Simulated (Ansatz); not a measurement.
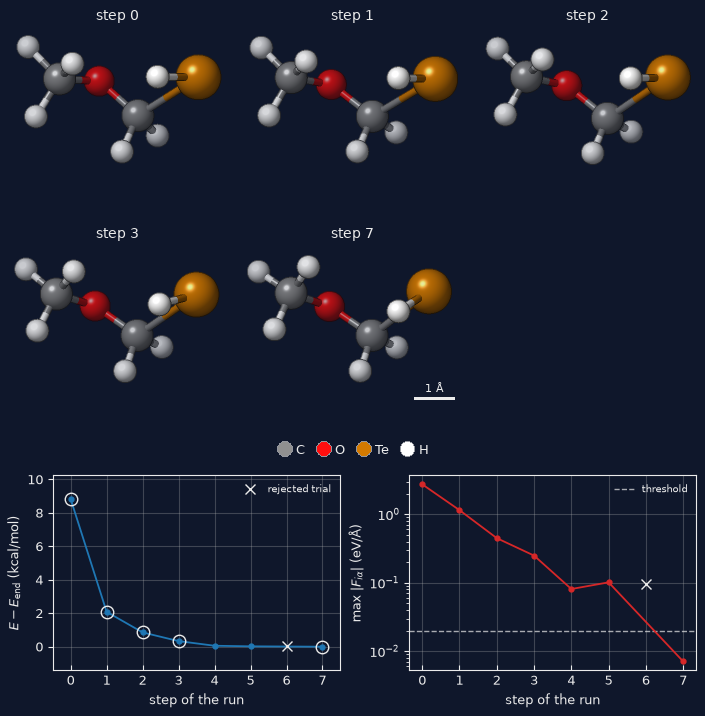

Frames of a relaxation of C$_{2}$H$_{6}$OTe, marked on the history of the run. Style: ball-and-stick. Shown from a free direction.

The run prepares an end point of a later path (hydrogen shift) calculation, from a guessed geometry.

Theory: Ansatz 0.2.0, RKS PBE-D4/def2-SVP.

Input
```yaml
crystal:
  periodic: [false, false, false]
  atoms:
    - { symbol: C, position_ang: [-0.8175, 0.923, 0.2076] }
    - { symbol: O, position_ang: [-0.8782, -0.4079, 0.5154] }
    - { symbol: C, position_ang: [0.4071, -0.9202, 0.4638] }
    - { symbol: Te, position_ang: [0.9685, -1.6664, -1.487] }
    - { symbol: H, position_ang: [-0.4135, 1.1448, -0.8215] }
    - { symbol: H, position_ang: [-1.9143, 1.3452, 0.1606] }
    - { symbol: H, position_ang: [-0.3066, 1.5568, 0.9805] }
    - { symbol: H, position_ang: [1.2573, -0.1767, 0.7977] }
    - { symbol: H, position_ang: [0.4962, -1.7661, 1.217] }
    - { symbol: H, position_ang: [1.2839, -0.0837, -2.0312] }
basis:
  gaussian: { orbitals: def2-SVP }
hamiltonian:
  xc: pbe
  dispersion: d4
relax:
  f_tol: 0.02
  max_steps: 50
```

Command:
```bash
ansatz run input.yaml --threads 2 --pin off --max-ram 3072MiB --backend cpu --events-out ev --progress --plain --runs-dir out
```

### Describe the path.

The largest move after the best rigid fit is that of H10, 0.47 Å. Largest moves by element: H 0.47 Å, O 0.23 Å, Te 0.18 Å, C 0.13 Å. Among the contacts that change: C3–Te4 2.163 → 2.257 Å, C1–H6 1.176 → 1.106 Å, C1–O2 1.367 → 1.413 Å, C3–H9 1.136 → 1.106 Å. Bond angles that change, for instance: H8–C3–H9 103.0° → 110.3°, C1–O2–C3 108.1° → 114.7°, H5–C1–H6 103.1° → 109.2°. Groups turn about O2–C3 by about 20°. Over 6 accepted moves (7 points after the start) the energy falls by 8.83 kcal/mol. Largest force component: 2.7 eV/Å at the start, 0.0071 eV/Å at the end. The line search rejected the trial step at point 6 of the run. From step 0 to 1: H10 moves most (0.17 Å), energy −6.74 kcal/mol. From step 1 to 2: H7 moves most (0.08 Å), energy −1.23 kcal/mol. From step 2 to 3: H10 moves most (0.20 Å), energy −0.52 kcal/mol. From step 3 to 7: H10 moves most (0.21 Å), energy −0.33 kcal/mol.
